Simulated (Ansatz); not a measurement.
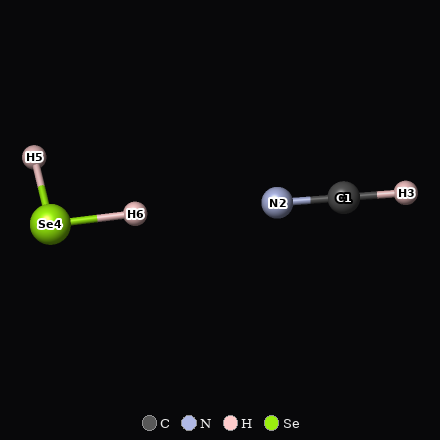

The system is the pair CHN···H₂Se; the picture shows the reference structure. 
- The turn is about an axis along (0.30, −0.95, −0.02) in the frame of the relaxed pair, normal to the line between the partners.
- First axis: distance Se4···N2. Second axis: turn of C1, N2, H3 about Se4.
- The grid has 9 × 9 points.
- Points are written as (first, second).
- Energies: kJ/mol, counted from the two partners far apart, frozen as in the relaxed pair, each in its own basis (no counterpoise correction).
- Level of theory: Ansatz, RKS B3LYP-D4/def2-TZVPD.

Its coordinates:

```xyz
6

C     0.1459    0.0946   -2.3240
N     0.1747    0.0796   -1.1791
H     0.1189    0.1088   -3.3907
Se    0.3579    0.0538    2.7347
H    -1.0369   -0.3849    2.8912
H     0.2396    0.0481    1.2680
```

Range: distance Se4···N2 from 3.291 to 4.691 Å; turn of C1, N2, H3 about Se4 from −60 to 60°.

Q: What will the energy surface look like?

A: The lowest grid point is at (4.016 Å, 0°), −7.9 kJ/mol from the two partners far apart, frozen as in the relaxed pair, each in its own basis (no counterpoise correction). The bottom of the well lies between grid points, at about (3.916 Å, 1°), about 0.14 kJ/mol lower on the interpolated surface. The energy also falls towards the edge at (3.367 Å, 60°) (0.9 kJ/mol above the lowest), where a further well may lie outside the range. The highest grid point, (3.291 Å, 0°), lies 15.4 kJ/mol above the lowest. Round the minimum the two coordinates are weakly coupled (coupling 0.10 in units of the two stiffnesses).

| turn of C1, N2, H3 about Se4 ↓, distance Se4···N2 → | 3.291 | 3.367 | 3.492 | 3.646 | 3.822 | 4.016 | 4.227 | 4.453 | 4.691 |
| --- | --- | --- | --- | --- | --- | --- | --- | --- | --- |
| 60 | −6.8 | −6.9 | −6.8 | −6.3 | −5.5 | −4.6 | −3.7 | −2.9 | −2.3 |
| 45 | −4.9 | −5.8 | −6.5 | −6.6 | −6.2 | −5.4 | −4.5 | −3.6 | −2.9 |
| 30 | −0.3 | −2.7 | −5.1 | −6.5 | −6.8 | −6.3 | −5.5 | −4.5 | −3.7 |
| 15 | 4.8 | 0.7 | −3.6 | −6.4 | −7.5 | −7.4 | −6.6 | −5.5 | −4.5 |
| 0 | 7.5 | 2.6 | −2.8 | −6.4 | −7.9 | −7.9 | −7.1 | −6.0 | −4.9 |
| −15 | 7.2 | 2.7 | −2.4 | −5.7 | −7.1 | −7.2 | −6.5 | −5.5 | −4.5 |
| −30 | 4.4 | 1.0 | −2.6 | −5.0 | −6.0 | −6.0 | −5.4 | −4.6 | −3.8 |
| −45 | 2.1 | −0.4 | −3.1 | −4.9 | −5.6 | −5.4 | −4.8 | −4.1 | −3.4 |
| −60 | 3.2 | 0.3 | −2.9 | −5.0 | −5.8 | −5.7 | −5.1 | −4.4 | −3.6 |

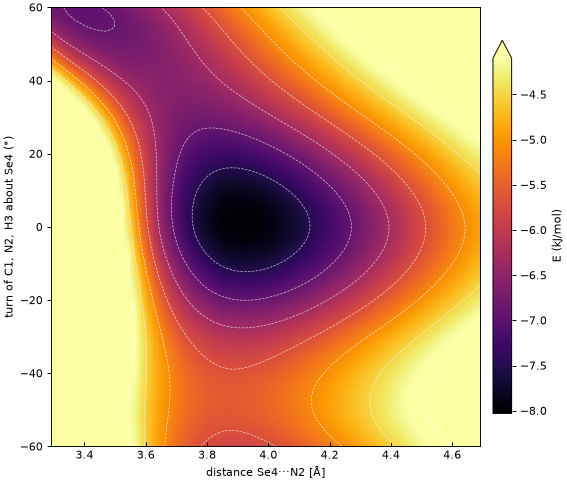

In the figure: a smooth colour map with a few white contour lines, one colour for all values above the top of the scale. Between grid points the surface is interpolated.

Each point was launched as `ansatz run input.yaml --threads 1 --pin off --max-ram 2560MiB --backend cpu --events-out ev --progress --plain --runs-dir out`. The whole map (81 points run) took 9.6 min on 1 thread of Arm Neoverse V2 (shared host).
